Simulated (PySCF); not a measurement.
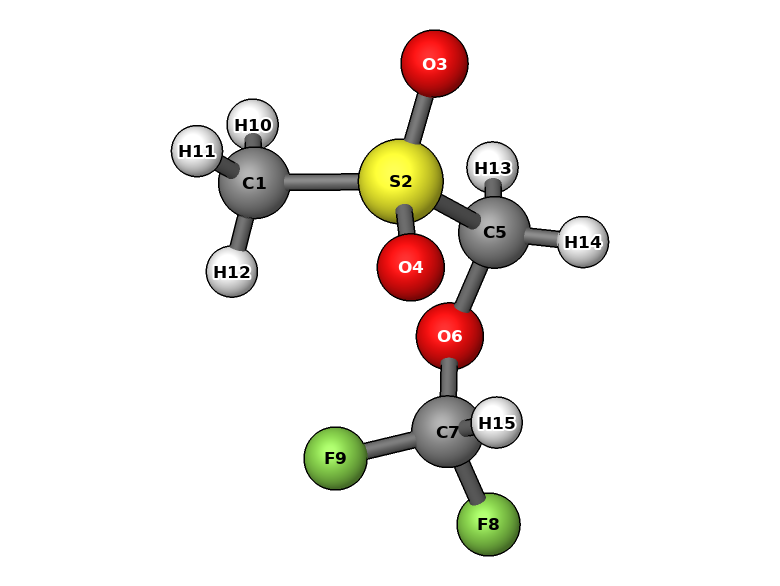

The computed structure is the end point of a GFN2-xTB optimisation. No frequency run is at hand to confirm it as a minimum. Properties computed with GIAO PBE0/pcSseg-1 NMR shielding, non-relativistic, gas phase (PySCF 2.14.0). Principal shieldings σ11 ≤ σ22 ≤ σ33, span Ω = σ33 − σ11, skew κ = 3(σiso − σ22)/Ω.

> Which C atom has the most anisotropic shielding?

C1, with a span of 74 ppm.

Give the shielding tensors of the C atoms.

```
atom    σ11    σ22    σ33   σiso     Ω      κ
  C1  114.8  125.5  189.0  143.1  74.2   0.71
  C5   78.3   87.5  126.2   97.4  47.9   0.61
  C7   44.1   69.0   71.3   61.5  27.2  −0.83
```

Shieldings and span in ppm.
